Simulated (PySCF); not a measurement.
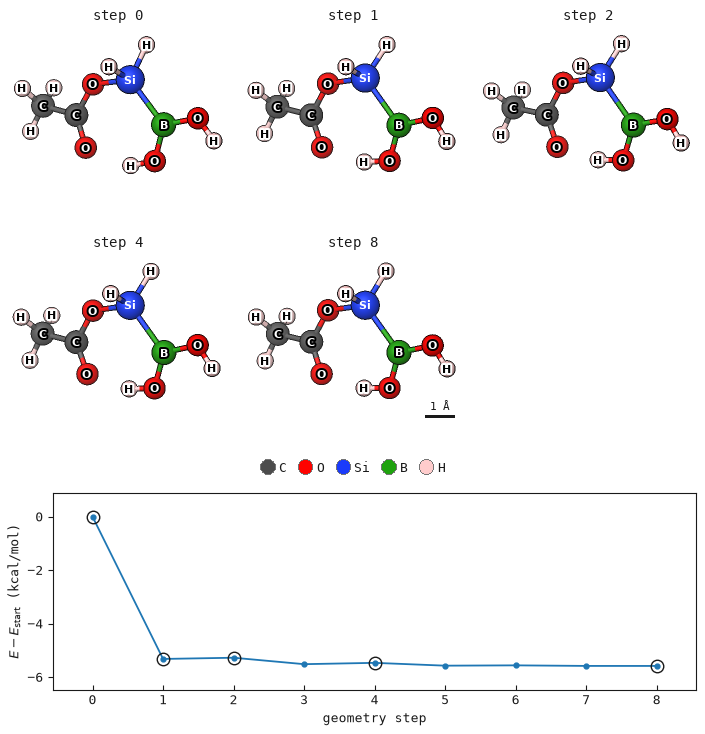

Frames of a relaxation of C$_{2}$H$_{7}$BO$_{4}$Si, marked on the history of the run. Style: ball-and-stick. Shown at a tilt.

The start comes from GFN2-xTB. Its atoms were then displaced at random by about 0.01 Å.

These are results of PBE0-D3(BJ)/def2-SVP geometry optimisation, gas phase in PySCF 2.14.0, density-fitted response routines, not measurements. 

Question: Describe the path.

Answer: Over 8 geometry steps the energy falls by 5.58 kcal/mol. The largest moves after the best rigid fit, 0.18 Å, are those of H atoms. Largest moves by element: H 0.18 Å, O 0.06 Å, Si 0.05 Å, C 0.05 Å, B 0.03 Å. Among the contacts that change: B–Si 1.972 → 2.040 Å, C–H 1.056 → 1.095 Å, H–O 0.949 → 0.982 Å, C–C 1.532 → 1.498 Å. Among the angles between lasting bonds that change: B–O–H 117.9° → 110.7°, O–Si–H 95.0° → 102.2°, B–Si–H 118.7° → 114.0°. Cost: 84 s on 1 thread of Arm Neoverse V2, on a shared host. From step 0 to 1: an H atom moves most (0.21 Å), energy −5.32 kcal/mol. From step 1 to 2: an H atom moves most (0.10 Å), energy +0.05 kcal/mol. From step 2 to 4: an H atom moves most (0.10 Å), energy −0.19 kcal/mol. From step 4 to 8: an O atom moves most (0.04 Å), energy −0.12 kcal/mol.

| step | E − E(0), kcal/mol |
| --- | --- |
| 0 | 0.00 |
| 1 | -5.32 |
| 2 | -5.28 |
| 3 | -5.52 |
| 4 | -5.47 |
| 5 | -5.57 |
| 6 | -5.56 |
| 7 | -5.58 |
| 8 | -5.58 |
